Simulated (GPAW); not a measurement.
# How the form of the self-energy moves the gap of Al2O3 (Corundum)

Aim: compare treatments of exchange, screening and correlation for the gap of Al2O3 (Corundum).

Main program and level: GPAW 26.7.0; PBE and many-body steps on it, plane waves.

**What was measured.**

- Gap 8.7 eV: optical band gap of host from absorption; optical absorption, quoted from earlier work; bulk crystal (high-purity reference sample) (quoted in “Multi-petahertz electron interference in Cr:Al2O3 solid-state material”, 2018, pmc:5906618).

Report form: the programs' logs are mostly left out.

### 1. Set-up

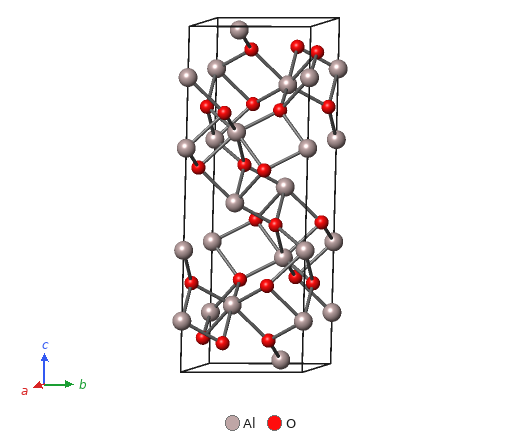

The cell as given, slightly off an axis (aluminium light grey, oxygen red). This picture shows the conventional cell, with its axes. Some periodic images of atoms are drawn too.

Structure file:

```xyz
10
Lattice="2.3802 1.3742 4.3319 -2.3802 1.3742 4.3319 0.0000 -2.7485 4.3319" Properties=species:S:1:pos:R:3 pbc="T T T"
Al    0.0000    0.0000    4.5765
Al    0.0000    0.0000    1.9213
Al    0.0000    0.0000    8.4191
Al    0.0000    0.0000   11.0743
O    -0.9203    1.3742    7.5808
O    -0.7300   -1.4841    7.5808
O     1.6503    0.1099    7.5808
O     0.9203   -1.3742    5.4148
O     0.7300    1.4841    5.4148
O    -1.6503   -0.1099    5.4148
```

The cell and positions come from the Crystallography Open Database and are kept as given unless a step says otherwise.

### 2. Empty states on the mesh, 4×4×4 mesh, 203 bands

This step: GPAW 26.7.0; DFT, PBE, plane waves, PAW.

The sums over transitions need many empty states on a uniform mesh; this step solves for them.

run.py reads:

```python
import json
import numpy as np
from gpaw.mpi import world
from gpaw import GPAW

calc = GPAW('gs.gpw').fixed_density(kpts={'size': (4, 4, 4), 'gamma': True},
    parallel={'domain': 1, 'band': 1},
    txt='nscf.txt')
calc.diagonalize_full_hamiltonian(nbands=203)
calc.write('full.gpw', mode='all')
res = {}
kpts = calc.get_ibz_k_points()
res['kpts'] = kpts
res['eigenvalues'] = [calc.get_eigenvalues(kpt=k) for k in range(len(kpts))]
res['n_electrons'] = calc.get_number_of_electrons()

if world.rank == 0:
    with open('result.json', 'w') as f:
        json.dump(res, f, default=lambda x: x.tolist())
```

On the command line:

```console
$ mpirun -n 8 gpaw python run.py
```

Run time: 54 s. Hardware: 8 MPI ranks of Arm Neoverse V2, shared host; peak memory 6.2 GiB.

Numbers from this step:

```yaml
gap: 6.226 eV
k_of_the_valence_top: 0, 0, 0
k_of_the_conduction_bottom: 0, 0, 0
least_direct_gap: 6.226 eV
k_points_computed: 14
lowest_point_of_the_top_converged_band_above_the_valence_top: 85.4267 eV
```

On this mesh the gap is 6.226 eV.

### 3. G0W0, Godby-Needs plasmon pole

G0W0 replaces the xc potential by the self-energy, built once from these orbitals. Only a window of levels is corrected, while the sums run over the empty bands that the input names.

This step: G0W0 with a vertex from the rALDA kernel on PBE, plane waves, PAW.

run.py reads:

```python
import json
import numpy as np
from gpaw.mpi import world
from gpaw.response.g0w0 import G0W0

gw = G0W0('full.gpw',
    filename='gw',
    kpts=[0],
    bands=(22, 26),
    ecut=100,
    nbands=193,
    integrate_gamma='WS',
    ppa=True,
    xc='rALDA',
    fxc_mode=None,
    fxc_modes=['GWP', 'GWS', 'GWG'],
    do_GW_too=True)
gw.calculate()
res = {mode: {k: v for k, v in r.items() if k != 'sigma_eskwn'}
       for mode, r in gw.all_results.items()}

if world.rank == 0:
    with open('result.json', 'w') as f:
        json.dump(res, f, default=lambda x: x.tolist())
```

On the command line:

```console
$ mpirun -n 8 gpaw python run.py
```

Run time: 8.8 min. Hardware: 8 MPI ranks; peak memory 15 GiB.

Numbers from this step:

```
gap with the vertex in the polarisability    : 8.409 eV
gap with the vertex in the self-energy       : 9.046 eV
gap with the vertex in both                  : 8.773 eV
G0W0 gap on the points computed              : 8.697 eV
least direct G0W0 gap on the computed points : 8.697 eV
Z at the valence top                         : 0.8176
Z at the conduction bottom                   : 0.8567
starting gap on the mesh                     : 6.226 eV
k of the valence top                         : 0, 0, 0
k of the conduction bottom                   : 0, 0, 0
```

The gap on the mesh goes from 6.23 eV to 8.70 eV, a correction of +2.47 eV.

### 4. G0W0 with rALDA vertex

run.py, as its differences from that of step 3:

```diff
@@ -9,4 +9,4 @@
     bands=(22, 26),
-    ecut=100,
-    nbands=193,
+    ecut=60,
+    nbands=89,
     integrate_gamma='WS',
@@ -14,5 +14,3 @@
     xc='rALDA',
-    fxc_mode=None,
-    fxc_modes=['GWP', 'GWS', 'GWG'],
-    do_GW_too=True)
+    fxc_mode='GWG')
 gw.calculate()
```

On the command line:

```console
$ mpirun -n 8 gpaw python run.py
```

Elapsed: 2.2 min, on 8 MPI ranks; peak memory 7.4 GiB; 18 min of CPU time.

Numbers from this step:

```
quasiparticle gap on the points computed              : 8.767 eV
least direct quasiparticle gap on the computed points : 8.767 eV
Z at the valence top                                  : 0.8247
Z at the conduction bottom                            : 0.8679
starting gap on the mesh                              : 6.226 eV
k of the valence top                                  : 0, 0, 0
k of the conduction bottom                            : 0, 0, 0
```

Against G0W0 in GPAW (4×4×4 mesh, 193 bands, screening to 100 eV, Godby-Needs plasmon pole), the gap moves by +0.070 eV.

### 5. The runs together

Times are wall times on 8 MPI ranks of Arm Neoverse V2, shared host, good to a factor of about two.

```tsv
run	mesh	bands	screening cutoff (eV)	DFT gap (eV)	gap on the mesh (eV)	direct (eV)	time
G0W0, Godby-Needs plasmon pole	4×4×4	193	100	6.226	8.697	8.697	8.8 min
G0W0 with rALDA vertex	4×4×4	89	60	6.226	8.767	8.767	2.2 min
```

### 6. Summary of results

| Quantity | Value |
| --- | --- |
| G0W0, Godby-Needs plasmon pole | 8.697 eV |
| G0W0 with rALDA vertex | 8.767 eV |
| known limits | not at the basis limit |

In words: G0W0 with rALDA vertex: +0.070 eV against G0W0, Godby-Needs plasmon pole, at other bands or cutoff, so not like for like. With the rALDA kernel as a vertex the gap is 8.41 eV (in the polarisability), 9.05 eV (in the self-energy) and 8.77 eV (in both), against 8.70 eV without. Against experiment, by G0W0, Godby-Needs plasmon pole: the gap of 8.70 eV lies −0.003 eV from the measured 8.7 eV (optical, quoted 2018). An exciton line or allowed optical edge lies below the quasiparticle gap by the binding energy; a forbidden edge can push the onset above it. These are gaps on the mesh, at modest bands and cutoff. The calculation has static nuclei and no excitons; a measured gap holds zero-point and thermal motion, which mostly lowers it. Bands and cutoff are finite, so the gap is not at the basis limit. The miss can reach some tenths of an eV and take either sign; the mesh is an error of its own. These stock PAW sets were not made for GW. In the G0W0 runs levels were corrected at 1 k point alone, so a gap called «on the mesh» is the least over those, and an edge elsewhere would be missed.

[Paths, hosts, dates, memory and timing lines, banners, echoed tables and standing remarks are left out of the program output.]

[Logs are printed without paths, hosts, clocks, repeated set-up lines and the standing remarks that a program may print on its own settings, such as how far it seeks lower states.]

[Runs of the session that timed out or met a known fault of the program may be left out.]

[Hosts, paths, dates, database ids (printed as entryN), source tags and the programs' standing remarks are cut or masked in the printed files.]
